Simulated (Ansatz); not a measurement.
CH$_{5}$PSSi (SMILES P[SiH]1CS1)

The calculation's input:

```
crystal:
  periodic: [false, false, false]
  atoms:
    - {symbol: P, position_ang: [-1.696334, 1.103291, 0.538196]}
    - {symbol: Si, position_ang: [-0.209219, -0.553835, 0.313838]}
    - {symbol: C, position_ang: [1.553523, -0.151496, -0.030862]}
    - {symbol: S, position_ang: [0.753686, -0.996510, -1.487423]}
    - {symbol: H, position_ang: [-2.731791, 0.368264, -0.099843]}
    - {symbol: H, position_ang: [-1.273370, 1.729693, -0.663462]}
    - {symbol: H, position_ang: [-0.498536, -1.680452, 1.231412]}
    - {symbol: H, position_ang: [1.843918, 0.873738, -0.241107]}
    - {symbol: H, position_ang: [2.346422, -0.738994, 0.421951]}
basis:
  gaussian: {orbitals: def2-TZVPP}
hamiltonian: {xc: pbe0, dispersion: d4}
output: {orbitals: {seedname: orbitals}}
```

Launched as:

```sh
ansatz run in.yaml --threads 2 --pin off --events-out ev --progress --plain --max-ram 4352MiB
```

Geometry: PBE0-D4/def2-TZVP.

Method: Ansatz 0.2.0, RKS PBE0-D4/def2-TZVPP.

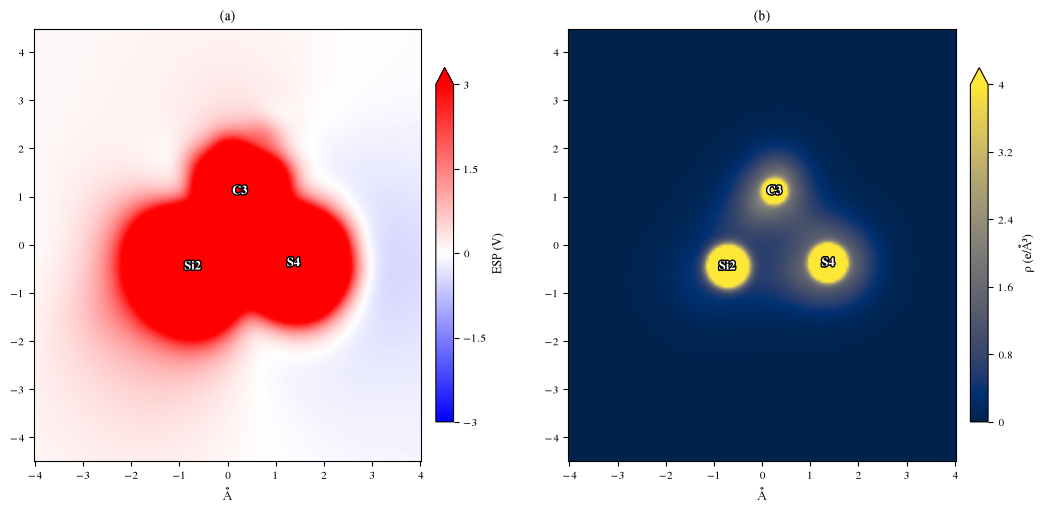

Figure 1. (a) electrostatic potential; (b) total electron density on the plane of atoms Si2, C3 and S4.

Question: What does the map show?

Answer: The plane passes through Si, C and S nuclei. C–Si (1.84 Å): the density is about 0.95 e/Å³ at the midpoint. C–S (1.86 Å): ρ at the midpoint is about 1.1 e/Å³. Si–S (2.09 Å): ρ is about 0.81 e/Å³ halfway. Outside the dense part of the molecule the potential is most negative (−0.5 V) near S4.

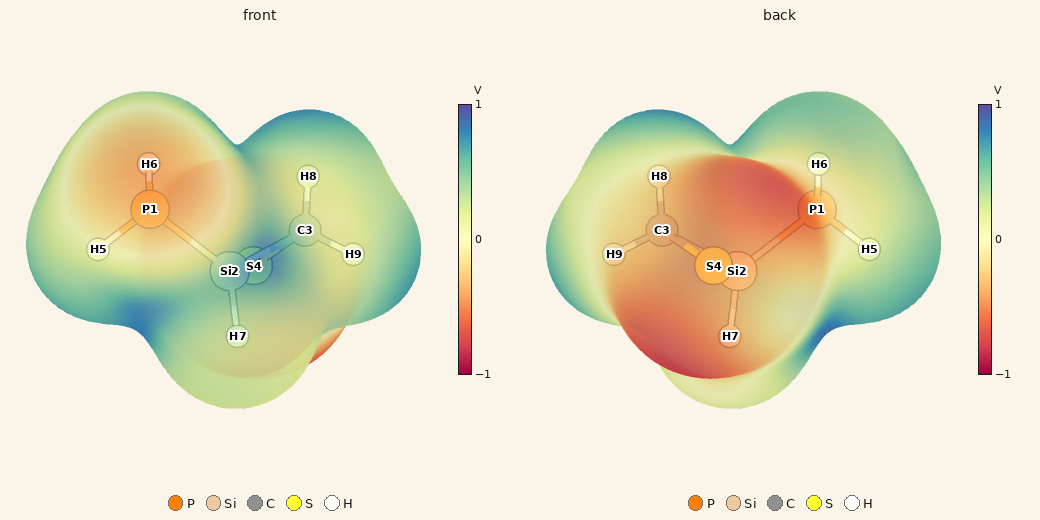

Figure 2. The electrostatic potential painted on the density surface at 0.001 e/bohr³, seen from the front and from behind; red is negative and blue positive.

Question: Where is the surface potential most negative and most positive?

Answer: The most negative region (about −0.8 V) lies over S4, the most positive (about +0.8 V) over P1 and Si2.

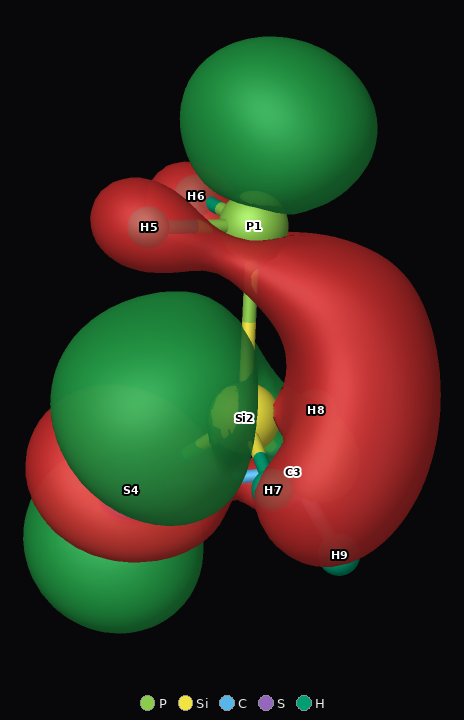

Figure 3. The LUMO at ±0.08 Å⁻³ᐟ² (green and red are the two phases), seen at an oblique angle.

Question: Where does this orbital lie, and at what energy?

Answer: Its weight (Hirshfeld) is mainly on Si2 (about 40 %), P1 (about 25 %) and S4 (about 20 %). Its energy is −0.56 eV.
